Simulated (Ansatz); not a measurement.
# CF3O3S: the cost of one run

Program: the Python package of Ansatz 0.2.0. Level of theory: B3LYP/def2-SVP. These are calculated values, not measurements.

### 1 The structure

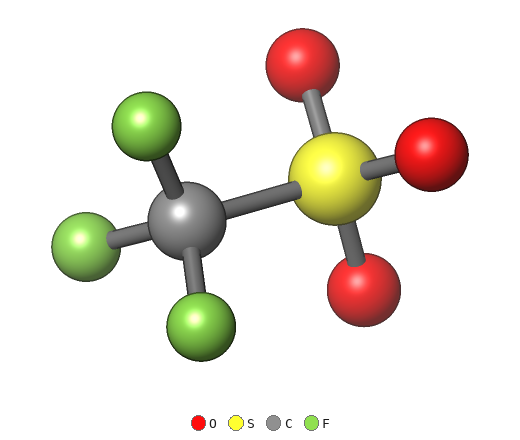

The starting structure, viewed from a chosen angle; oxygen red, sulfur yellow, carbon grey, fluorine green.

No structure file is read: the coordinates are typed or built in the script.

### 2 The script

File freq.py:

```python
'''Harmonic frequencies of CF3O3S(-) at its relaxed geometry.'''

import itertools
import warnings

import ansatz as az
from ase import Atoms
from ase.data import atomic_numbers, covalent_radii
from ase.thermochemistry import IdealGasThermo
import numpy as np

warnings.simplefilter('ignore', az.DeckWarning)

geometry = (
    az.Crystal.molecule()
    .atom('O', (1.5672, -0.3212, 1.1635))
    .atom('S', (0.9761, -0.0345, -0.1507))
    .atom('O', (1.341, 1.2904, -0.6705))
    .atom('O', (1.1858, -1.1141, -1.1252))
    .atom('C', (-0.8707, 0.0308, 0.1344))
    .atom('F', (-1.2401, 1.0, 1.0324))
    .atom('F', (-1.3788, -1.1449, 0.6259))
    .atom('F', (-1.5805, 0.2935, -1.0097))
)

setup = geometry.calculation().basis(gaussian='def2-SVP').functional('B3LYP').charge(-1)
symbols = [site.symbol for site in geometry.cartesian_sites]
start = np.array([site.position_ang for site in geometry.cartesian_sites], dtype=float)
summary = setup.relax(force_tolerance=0.003, max_steps=100).run(threads=1).report
end = np.array(summary['positions_ang'])

# pairs closer than 1.2 times the sum of covalent radii, before or after
radius = [covalent_radii[atomic_numbers[s]] for s in symbols]
span = lambda where, i, j: np.linalg.norm(where[i] - where[j])
bonded = [(i, j) for i, j in itertools.combinations(range(len(symbols)), 2) if min(span(start, i, j), span(end, i, j)) < 1.2 * (radius[i] + radius[j])]
print('pair        before    after (A)')
for i, j in bonded:
    print(f'{symbols[i]}{i}-{symbols[j]}{j}'.ljust(10), f'{span(start, i, j):8.4f} {span(end, i, j):8.4f}')
for first, second in list(itertools.combinations(bonded, 2)):
    shared = set(first) & set(second)
    if shared and symbols[(j := shared.pop())] != 'H':
        i, k = sorted((set(first) | set(second)) - {j})
        u, v = end[i] - end[j], end[k] - end[j]
        angle = np.degrees(np.arccos(np.clip(u @ v / np.linalg.norm(u) / np.linalg.norm(v), -1, 1)))
        print(f'final angle {symbols[i]}{i}-{symbols[j]}{j}-{symbols[k]}{k}: {angle:.2f} deg')

# frequencies need a stationary point, so they are taken at the relaxed geometry
minimum = az.Crystal.molecule()
for symbol, place in zip(symbols, end):
    minimum = minimum.atom(symbol, place.tolist())
vibrating = (
    minimum.calculation()
    .basis(gaussian='def2-SVP')
    .functional('B3LYP')
    .charge(-1)
    .phonons(temperatures=(200, 600, 100))
)
vib = vibrating.run(threads=1).report['vibrations']
sums = vib['harmonic_sums']
modes = [m['omega_inv_cm'] for m in sums['modes_at_gamma'] if m['rigid_motion'] == 'no']
for number, w in enumerate(modes, start=1):
    print(f'mode {number:2d} {w:9.1f} 1/cm {w / 8065.544 * 1000:8.2f} meV')
print('imaginary modes:', sum(w < 0 for w in modes), ' zero-point energy:', round(sums['zero_point_energy_ev'], 4), 'eV')
# rigid rotor and ideal gas, symmetry number taken as one
gas = IdealGasThermo(vib_energies=[w / 8065.544 for w in modes if w > 0], geometry='linear' if len(modes) == 3 * len(symbols) - 5 else 'nonlinear',
                     atoms=Atoms(symbols, positions=end), symmetrynumber=1, spin=0.0)
print(f'H(298 K) - E = {gas.get_enthalpy(298.15, verbose=False):.4f} eV')
print(f'S(298 K, 1 bar) = {96485.33 * gas.get_entropy(298.15, 1e5, verbose=False):.1f} J/(mol K) with symmetry number 1')
```

### 3 The run

On the command line:

```console
python freq.py
```

Q: Estimate wall time and peak memory on 1 thread of Arm Neoverse V2, shared host.

About 3.8 min, with a peak of 0.42 GiB.
